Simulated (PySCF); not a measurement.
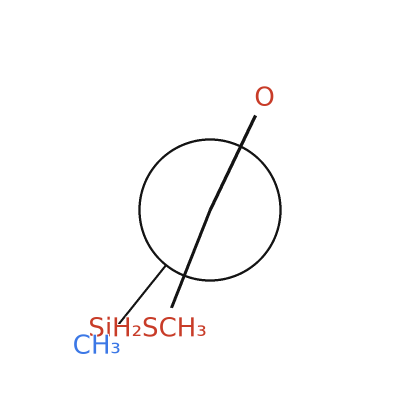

A Newman projection along the C–O bond, carbon in front; angles are drawn as computed, but eclipsed bonds slightly apart. Geometry: an end point of a reaction path computed with GFN2-xTB.

Which molecule is it?

Answer. C3H8O2SSi, COC(=O)[SiH2]SC

What is the torsion angle from the front SiH2SCH3 to the back CH3? The sign is positive where the front bond must turn clockwise to cover the back bond.

Answer. 2°, synperiplanar (eclipsed).
